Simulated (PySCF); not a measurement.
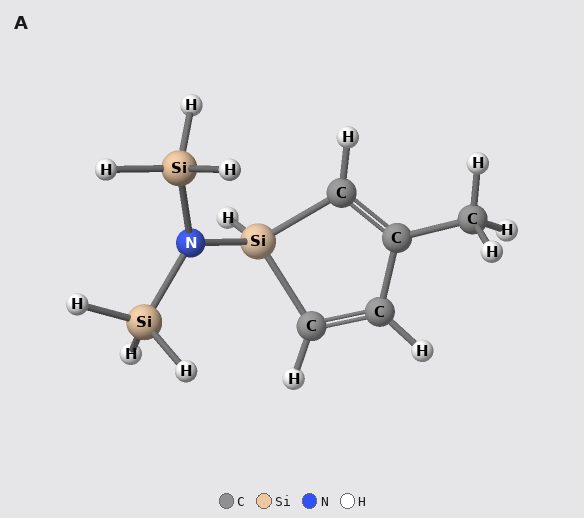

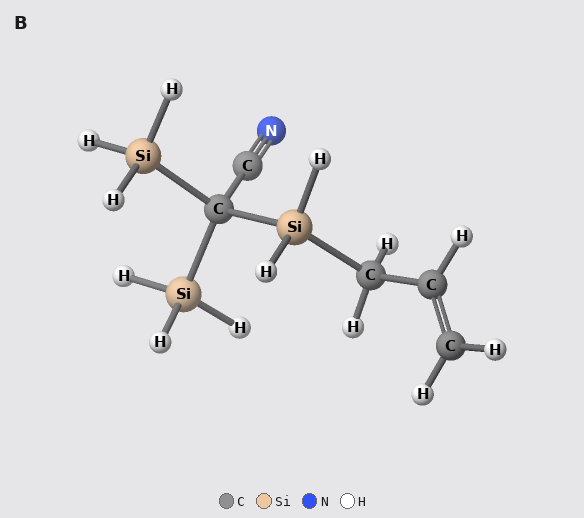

2 stationary structures of one formula. Geometries: GFN2-xTB. Electronic energies: PBE0/pcSseg-1 (PySCF 2.14.0), without zero-point energy. No frequency run is at hand to confirm each as a minimum. Each is one conformer, not always the lowest.

**Rank them by energy, lowest first.**

A is lowest; B lies 39.2 kcal/mol above it. A is `CC1=C[Si@H](N([SiH3])[SiH3])C=C1`, B is `C=CC[SiH2]C([SiH3])([SiH3])C#N`.

The geometry is semi-empirical. Around Si such bond lengths and angles can be off by a tenth of an ångström or more and by several degrees, and values that hang on the shape move with them.
